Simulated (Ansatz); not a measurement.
**Convergence study of the k-point mesh for Ta2H (P2, 3 atoms in the cell)**

```xyz
3
Lattice="1.7291 -2.3833 0.0000 1.7291 2.3833 0.0000 0.0000 0.0000 4.7824" Properties=species:S:1:pos:R:3 pbc="T T T"
Ta     0.8645     1.1917     1.3153
Ta     0.8645    -1.1917     3.5171
H      0.0000     0.0000     0.0000
```

Method of the run: LDA (PW92), default PAW files made with PBE (plane waves; Ansatz, a program for electronic structure).

Base settings: basis.ecutwfc = 420 eV; kpoints.mp_grid.grid = 12 12 7; hamiltonian.xc = lda; hamiltonian.pseudopotentials = {kind: paw} (the program's default PAW files); scf.occupations.method = fermi_dirac; scf.occupations.width = 0.1 eV.

The second cell is the first with its lattice scaled by 0.98.

Only quantities that move along the ladder and can be compared are tabulated.

The count of work is k-points × plane waves × bands × iterations; it is no time. Core times come from one kind of shared machine, to one figure; runs under 30 s give none.

The starting cell comes from a database of computed structures (which also holds hypothetical and non-ambient phases and stackings), without a prior relaxation at this level. Its lattice was rescaled by up to half a per cent. One atom was moved a little off its site on purpose. Spin polarisation is off. In the base run, with a pressure of about -11 GPa the cell is away from its equilibrium volume at this level. Ansatz's pressure includes its estimate of the finite-basis (Pulay) stress.

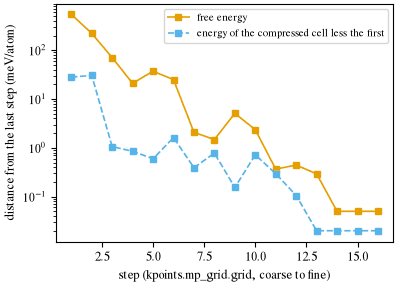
Figure. Distance from the last step along the ladder; very small values are drawn at a floor.

| kpoints.mp_grid.grid | free energy less the last step's (meV/atom) | energy of the compressed cell less the first (meV/atom) | pressure (GPa) | largest difference of a force vector from the last step's (eV/Å) | count of work / last | core time / last (rough) |
|---|---|---|---|---|---|---|
| 2 2 1 | -543.25 | -52.62 | -16.53 | 0.490 | 0.00097 | – |
| 2 2 2 | -221.41 | -54.92 | -16.66 | 0.828 | 0.0019 | – |
| 3 3 2 | -70.58 | -25.52 | -11.40 | 0.124 | 0.0024 | – |
| 4 4 2 | 20.94 | -25.31 | -11.24 | 0.171 | 0.0049 | – |
| 4 4 3 | 37.16 | -25.06 | -11.11 | 0.131 | 0.0042 | – |
| 5 5 3 | 24.98 | -22.84 | -10.56 | 0.088 | 0.0063 | – |
| 6 6 3 | -2.08 | -24.07 | -10.98 | 0.004 | 0.0083 | – |
| 6 6 4 | 1.48 | -23.68 | -10.82 | 0.015 | 0.012 | – |
| 7 7 4 | -5.09 | -24.62 | -11.03 | 0.049 | 0.016 | – |
| 9 9 6 | 2.36 | -23.74 | -10.88 | 0.005 | 0.034 | – |
| 11 11 7 | -0.37 | -24.76 | -11.03 | 0.010 | 0.051 | – |
| 12 12 7 | -0.44 | -24.57 | -11.02 | 0.004 | 0.062 | – |
| 15 15 9 | -0.29 | -24.45 | -11.00 | 0.003 | 0.12 | – |
| 19 19 11 | -0.04 | -24.48 | -11.00 | 0.000 | 0.23 | 0.2 |
| 23 23 14 | -0.05 | -24.46 | -11.00 | 0.000 | 0.44 | 0.5 |
| 25 25 15 | 0.05 | -24.46 | -11.00 | 0.001 | 0.52 | 0.5 |
| 31 31 18 | 0.00 | -24.46 | -11.00 | 0.000 | 1.0 | 1 |

Coarsest kpoints.mp_grid.grid that holds the pressure within 1 GPa of the last step, with all finer ones: 3 3 2, at 0.0024 of the last step's count of work; the step before is off by 5.7 GPa.

Coarsest kpoints.mp_grid.grid that holds the energy of the compressed cell less the first within 0.2 meV/atom of the last step, with all finer ones: 12 12 7, at 0.062 of the last step's count of work; the step before is off by 0.30 meV/atom.

Coarsest kpoints.mp_grid.grid that holds the forces within 0.02 eV/Å of the last step, with all finer ones: 9 9 6, at 0.034 of the last step's count of work; the step before is off by 0.049 eV/Å.

The energy difference between the two cells stays within 1 meV/atom of the last step's from 6 6 3 on, the total only from 11 11 7 on: much of the error is common to both cells and cancels.

Keys are those of Ansatz 0.2.
